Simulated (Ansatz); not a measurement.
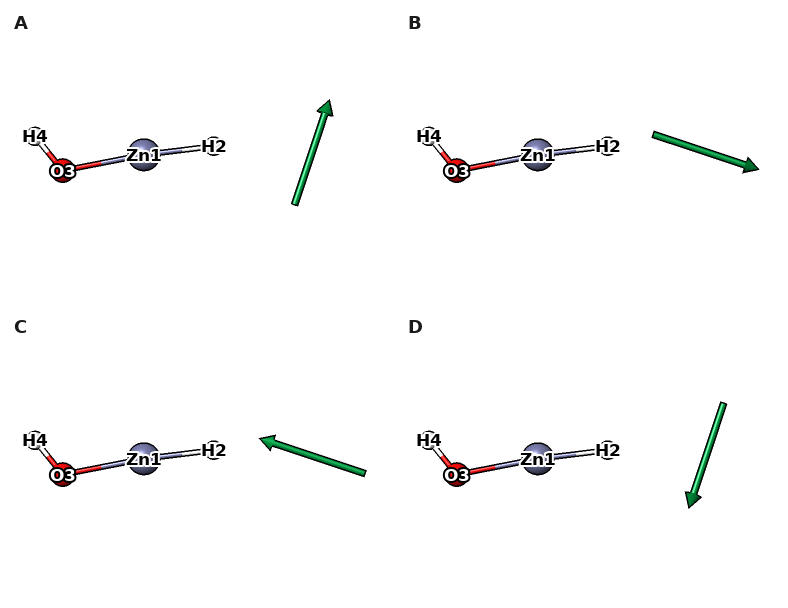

The same molecule four times, each with an arrow. The computed structure is the end point of a PBE0-D4/def2-TZVP optimisation. Properties computed with RKS PBE0-D4/def2-TZVP (Ansatz 0.2.0).

Question: Which arrow points along the dipole moment, from the negative to the positive end?

Answer: A. The dipole moment is 1.52 D; it points from the side of O3 to the side of H2 (the outermost atoms at the two ends).
